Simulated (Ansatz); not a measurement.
```sh
ansatz run in.yaml --threads 2 --pin off --events-out ev --progress --plain --max-ram 4352MiB
```

```yaml
crystal:
  periodic: [false, false, false]
  atoms:
    - {symbol: B, position_ang: [-0.505678, -0.984873, -0.093453]}
    - {symbol: S, position_ang: [0.428202, 0.581338, 0.108267]}
    - {symbol: Ge, position_ang: [1.138857, -1.698642, 0.662181]}
    - {symbol: H, position_ang: [-1.605970, -1.038897, -0.537706]}
    - {symbol: H, position_ang: [0.594441, 1.383694, -0.989412]}
    - {symbol: H, position_ang: [-0.149713, 1.593318, 0.828141]}
basis:
  gaussian: {orbitals: def2-TZVPP}
correlation: {method: ccsd_t}
```

What structure does this define?

The molecule is BGeH3S. The point group is Cs.

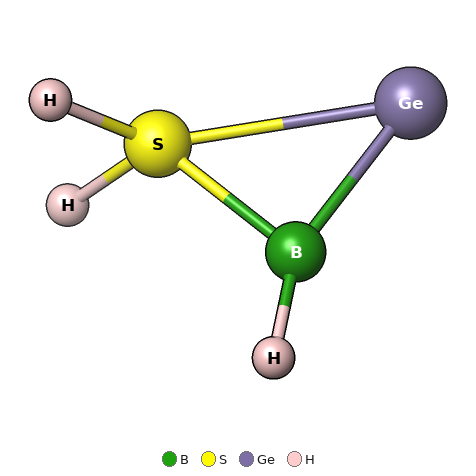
